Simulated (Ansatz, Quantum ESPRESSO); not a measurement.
# Work function of Ag(110), 7 layers, part 6 of 6

Aim: the work function of each face of Ag(110), 7 layers, and how it moves with functional, pseudopotentials and boundary condition.

Quantum ESPRESSO 7.5; plane-wave DFT, PBE, GBRV ultrasoft pseudopotentials; cross-check by Ansatz 0.2.0 with PAW datasets.

So far. Step 14 (Electrostatic potential): The upper face goes from 4.154 eV (PBE, GBRV) to 4.445 eV, a change of +0.290 eV. Step 15 (Cross-check with Ansatz): Ansatz gives 4.128 eV against 4.154 eV.

## 17. Ground state, with smearing = gaussian and degauss = 0.03

How much does a setting matter? One run is repeated with a change.

Level of this step: plane-wave DFT, PBE, GBRV ultrasoft pseudopotentials (Quantum ESPRESSO 7.5).

Input file esm.w0.in:

```
&control
  prefix = 'esm.w0'
  outdir = './out'
  pseudo_dir = './pseudo'
  calculation = 'scf'
  tprnfor = .true.
/
&system
  ibrav = 0
  nat = 7
  ntyp = 1
  ecutwfc = 40
  ecutrho = 200
  occupations = 'smearing'
  smearing = 'gaussian'
  degauss = 0.03
  assume_isolated = 'esm'
  esm_bc = 'bc1'
/
&electrons
  conv_thr = 1e-07
  mixing_beta = 0.4
  electron_maxstep = 120
  mixing_mode = 'local-TF'
/
ATOMIC_SPECIES
  Ag  107.8682  ag_pbe_v1.4.uspp.F.UPF
CELL_PARAMETERS angstrom
  4.09000000000000 0.00000000000000 0.00000000000000
  0.00000000000000 2.89206673505298 0.00000000000000
  0.00000000000000 0.00000000000000 24.67620020515894
ATOMIC_POSITIONS crystal
  Ag  0.000000000000 0.000000000000 -0.177058280500
  Ag  0.500000000000 0.500000000000 -0.121174038800
  Ag  0.000000000000 0.000000000000 -0.058600325600
  Ag  0.500000000000 0.500000000000 -0.000000000000
  Ag  0.000000000000 0.000000000000 0.058600325600
  Ag  0.500000000000 0.500000000000 0.121174038800
  Ag  0.000000000000 0.000000000000 0.177058280500
K_POINTS automatic
  8 8 1 0 0 0
```

Launch:

```console
$ OMP_NUM_THREADS=1 mpirun -n 4 pw.x -nk 4 -in esm.w0.in > esm.w0.out
```

What it wrote:

```text
[banner, memory and clock lines left out]
Program PWSCF v.7.5 starts
[citation notice left out]

[...]
Message from routine setup:
[...]
bravais-lattice index     =            0
     lattice parameter (alat)  =       7.7290  a.u.
     unit-cell volume          =    1969.7291 (a.u.)^3
     number of atoms/cell      =            7
     number of atomic types    =            1
     number of electrons       =       133.00
     number of Kohn-Sham states=           80
     kinetic-energy cutoff     =      40.0000  Ry
     charge density cutoff     =     200.0000  Ry
     scf convergence threshold =      1.0E-07
     mixing beta               =       0.4000
     number of iterations used =            8  local-TF  mixing
     Exchange-correlation=  SLA  PW   PBX  PBC
                           (   1   4   3   4   0   0   0)

     Effective Screening Medium Method
     Boundary Conditions: Vacuum-Slab-Vacuum
     total charge in unit cell        =   0.0000
     grid points for fit at edges     =        4

[...]
PseudoPot. # 1 for Ag read from file:
     ./pseudo/ag_pbe_v1.4.uspp.F.UPF
     Pseudo is Ultrasoft + core correction, Zval = 19.0
     Generated by new atomic code, or converted to UPF format
     Using radial grid of  887 points,  6 beta functions with:
                l(1) =   0
                l(2) =   0
                l(3) =   1
                l(4) =   1
                l(5) =   2
                l(6) =   2
     Q(r) pseudized with  6 coefficients,  rinner =    1.300   1.300   1.300
                                                       1.300   1.300

     atomic species   valence    mass     pseudopotential
     Ag               19.00   107.86820     Ag( 1.00)

      8 Sym. Ops., with inversion, found

[...]
number of k points=    25  Gaussian smearing, width (Ry)=  0.0300
[...]
Dense  grid:    94179 G-vectors     FFT dimensions: (  36,  25, 216)

     Smooth grid:    67079 G-vectors     FFT dimensions: (  32,  24, 192)

     Initial potential from superposition of free atoms

     starting charge     129.4997, renormalised to     133.0000

     negative rho (up, down):  4.519E-03 0.000E+00
     Starting wfcs are   91 randomized atomic wfcs

     per-process dynamical memory:   142.8 Mb

     Self-consistent Calculation

     iteration #  1     ecut=    40.00 Ry     beta= 0.40
     Davidson diagonalization with overlap
     c_bands:  4 eigenvalues not converged
     c_bands:  2 eigenvalues not converged
     c_bands:  4 eigenvalues not converged
     ethr =  1.00E-02,  avg # of iterations = 13.1

     negative rho (up, down):  4.954E-02 0.000E+00

     total energy              =   -2069.33656440 Ry
     estimated scf accuracy    <       8.52663298 Ry

     iteration #  2     ecut=    40.00 Ry     beta= 0.40
[...]
negative rho (up, down):  8.887E-02 0.000E+00

[...]
total energy              =   -2068.58237247 Ry
     estimated scf accuracy    <       2.68518960 Ry

     iteration #  3     ecut=    40.00 Ry     beta= 0.40
[...]
negative rho (up, down):  8.536E-02 0.000E+00

[...]
total energy              =   -2069.08997074 Ry
     estimated scf accuracy    <       0.09509202 Ry

     iteration #  4     ecut=    40.00 Ry     beta= 0.40
[...]
c_bands:  5 eigenvalues not converged
     c_bands:  2 eigenvalues not converged
     c_bands:  2 eigenvalues not converged
     c_bands:  4 eigenvalues not converged
     c_bands:  5 eigenvalues not converged
[...]
negative rho (up, down):  6.218E-02 0.000E+00

[...]
total energy              =   -2069.21110200 Ry
     estimated scf accuracy    <       0.10152130 Ry

     iteration #  5     ecut=    40.00 Ry     beta= 0.40
[...]
c_bands:  1 eigenvalues not converged
     c_bands:  1 eigenvalues not converged
[...]
negative rho (up, down):  5.289E-02 0.000E+00

[...]
total energy              =   -2069.22043679 Ry
     estimated scf accuracy    <       0.16501554 Ry

     iteration #  6     ecut=    40.00 Ry     beta= 0.40
[...]
negative rho (up, down):  5.105E-02 0.000E+00

[...]
total energy              =   -2069.23764824 Ry
     estimated scf accuracy    <       0.01094372 Ry

[...]
iteration # 16     ecut=    40.00 Ry     beta= 0.40
[...]
negative rho (up, down):  3.668E-03 0.000E+00

[...]
total energy              =   -2069.25629802 Ry
     estimated scf accuracy    <       0.00001123 Ry

     iteration # 17     ecut=    40.00 Ry     beta= 0.40
[...]
negative rho (up, down):  3.652E-03 0.000E+00

[...]
total energy              =   -2069.25627565 Ry
     estimated scf accuracy    <       0.00000076 Ry

     iteration # 18     ecut=    40.00 Ry     beta= 0.40
[...]
c_bands:  1 eigenvalues not converged
     c_bands:  1 eigenvalues not converged
[...]
negative rho (up, down):  3.658E-03 0.000E+00

[...]
total energy              =   -2069.25629500 Ry
     estimated scf accuracy    <       0.00000013 Ry

     iteration # 19     ecut=    40.00 Ry     beta= 0.40
[...]
negative rho (up, down):  3.642E-03 0.000E+00

[...]
End of self-consistent calculation

          k = 0.0000 0.0000 0.0000 (  8489 PWs)   bands (ev):

   -96.1393 -96.1094 -96.1091 -96.0934 -96.0933 -95.8004 -95.8004 -59.6609
   -59.6223 -59.6117 -59.6073 -59.5871 -59.5787 -59.5721 -59.5522 -59.5520
   -59.5504 -59.5394 -59.5340 -59.5338 -59.5237 -59.5218 -59.2705 -59.2704
   -59.2673 -59.2673 -59.2596 -59.2596 -11.4830 -10.5968 -10.3526 -10.1513
   -10.0463  -9.7650  -9.6605  -9.5918  -9.3282  -9.2098  -9.1433  -8.9878
    -8.9354  -8.8046  -8.7767  -8.7754  -8.7185  -8.5112  -8.4516  -8.4231
    -8.3974  -8.2295  -8.1855  -8.1424  -7.9751  -7.9206  -7.8363  -7.7680
    -7.7655  -7.7025  -7.6403  -7.4201  -7.2971  -7.2216  -7.1639  -7.0417
    -6.9733  -6.9381  -5.5748  -3.8347  -1.8629  -1.8450  -0.9078  -0.2976
    -0.0668  -0.0173   1.6815   1.6914   1.9471   2.6718   3.1345   3.8916

          k = 0.0000 0.1768 0.0000 (  8475 PWs)   bands (ev):

   -96.1382 -96.1087 -96.1081 -96.0928 -96.0926 -95.7996 -95.7996 -59.6554
   -59.6233 -59.6115 -59.6079 -59.5861 -59.5855 -59.5721 -59.5597 -59.5578
   -59.5528 -59.5447 -59.5378 -59.5369 -59.5343 -59.5311 -59.2717 -59.2717
   -59.2693 -59.2692 -59.2672 -59.2671 -11.1700 -10.3366 -10.1598 -10.0278
    -9.8461  -9.6197  -9.5169  -9.4956  -9.4196  -9.3514  -9.0821  -9.0682
    -9.0461  -8.9208  -8.9025  -8.7504  -8.6968  -8.6928  -8.5809  -8.4360
    -8.3308  -8.2166  -8.0613  -7.9856  -7.8994  -7.8942  -7.8742  -7.7743
    -7.7395  -7.6003  -7.5958  -7.4942  -7.3467  -7.3354  -7.2224  -7.0750
    -6.9411  -6.9068  -5.3355  -3.5125  -1.5488  -1.1444  -0.6235   0.2249
     0.2266   0.2847   1.9956   2.0718   2.2318   2.7345   3.2245   4.0273

[...]
the Fermi energy is    -4.1685 ev

!    total energy              =   -2069.25632168 Ry
     estimated scf accuracy    <       0.00000008 Ry
     smearing contrib. (-TS)   =      -0.01219210 Ry
     internal energy E=F+TS    =   -2069.24412958 Ry

     The total energy is F=E-TS. E is the sum of the following terms:
     one-electron contribution =   32970.71810524 Ry
     hartree contribution      =  -16521.70759040 Ry
     xc contribution           =    -202.74983028 Ry
     ewald contribution        =  -18315.50481415 Ry

     convergence has been achieved in  19 iterations

     negative rho (up, down):  3.642E-03 0.000E+00

     Forces acting on atoms (cartesian axes, Ry/au):

     atom    1 type  1   force =     0.00000000    0.00000000    0.00027062
     atom    2 type  1   force =     0.00000000    0.00000000    0.00008286
     atom    3 type  1   force =     0.00000000    0.00000000   -0.00576218
     atom    4 type  1   force =     0.00000000    0.00000000    0.00000000
     atom    5 type  1   force =     0.00000000    0.00000000    0.00576218
     atom    6 type  1   force =     0.00000000    0.00000000   -0.00008286
     atom    7 type  1   force =     0.00000000    0.00000000   -0.00027062

     Total force =     0.008159     Total SCF correction =     0.002712
     SCF correction compared to forces is large: reduce conv_thr to get better values

[...]
```

Run time: 8 min. Hardware: 4 MPI ranks of Arm Neoverse N1, shared host; peak memory 1 GiB; 32 min of CPU time.

Beside the run it was changed from:

```
                                                           quantity   this run  unchanged run  difference
vacuum line at the upper end of the cell, over the Fermi level (eV)      4.168          4.153       0.015
vacuum line at the lower end of the cell, over the Fermi level (eV)      4.168          4.153       0.015
                                                   free energy (eV)  -28153.67      -28153.59      -0.080
                                                      wall time (s)        482            506            
                                                     SCF iterations         19             20
```

The free energy moves by -11 meV an atom.

The free energy holds the smearing's entropy term, so it moves with degauss by construction.

Levels move by up to 15 meV, which is small.

## 18. Worked from the printed numbers

In the first self-consistent run, on its own zero, the Fermi level is 4.668 eV and the upper vacuum level 8.822 eV: φ = 8.822 − (4.668) = 4.154 eV.

## 19. Outcome

```
work function of the upper face, PBE, GBRV : 4.15 eV
work function of the lower face, PBE, GBRV : 4.15 eV
upper face by ESM                          : 4.15 eV
upper face by Ansatz                       : 4.13 eV
```

In words: At the first level (PBE, GBRV ultrasoft) the work function comes to 4.15 eV on both faces. ESM differs from the periodic treatment by -1 meV on the upper face and -1 meV on the lower. Over the levels tried the upper face spans 4.13 eV (QE PBE SG15 norm-conserving, periodic) to 4.44 eV (QE rev-vdW-DF2 GBRV ultrasoft, periodic). Quantum ESPRESSO and Ansatz give 4.15 and 4.13 eV for the upper face, which agree. Ansatz ran with Fermi-Dirac smearing of 0.1 eV against cold smearing of 0.02 Ry, which alone can move a level by some tens of meV. With 8×8 points and so few layers the values hold to some 0.05 to 0.1 eV. The slab is cut at a tabulated measured bulk lattice constant, given to two decimals.

Calculation against experiment:

| quantity | measured | QE PBE GBRV | QE PBE GBRV, ESM bc1 | QE PBE SG15 | QE Wu-Cohen GBRV | QE rev-vdW-DF2 GBRV | Ansatz PBE PAW |
| --- | --- | --- | --- | --- | --- | --- | --- |
| work function (clean (110) face) (eV) | 4.1 | 4.15 (+0.05 eV) | 4.15 (+0.05 eV) | 4.13 (+0.03 eV) | 4.26 (+0.16 eV) | 4.44 (+0.34 eV) | 4.13 (+0.03 eV) |

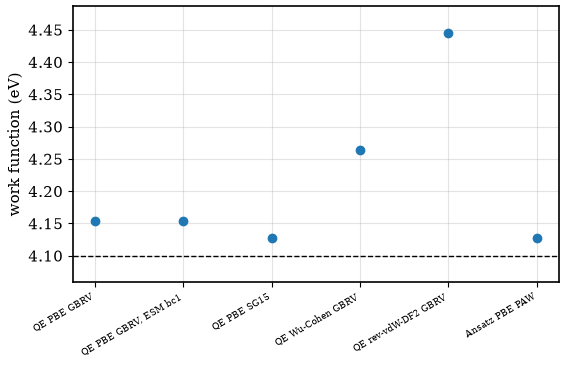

The work function by level; the dashed line is the measured value.

Measured values from arxiv:1902.07811 (2019).

**Verdict.** For the work function, of the levels listed nearest comes QE PBE SG15 (+0.03 eV, good agreement) and farthest QE rev-vdW-DF2 GBRV (+0.34 eV, a clear miss). The grades are ours: good and fair within 3 and 7 % for the work function. Other measurements of the same face can differ from the value quoted by 0.1 to 0.2 eV.

[Logs are printed without paths, hosts, clocks, repeated set-up lines and the standing remarks that a program may print on its own settings, such as how far it seeks lower states.]

[Hosts, paths, dates, database ids (printed as entryN), source tags and the programs' standing remarks are cut or masked in the printed files.]

[Maps of the electrostatic potential energy from Ansatz leave out the sawtooth potential of an applied field or a dipole correction, so their vacuum need not be flat; planar profiles and work functions include it.]
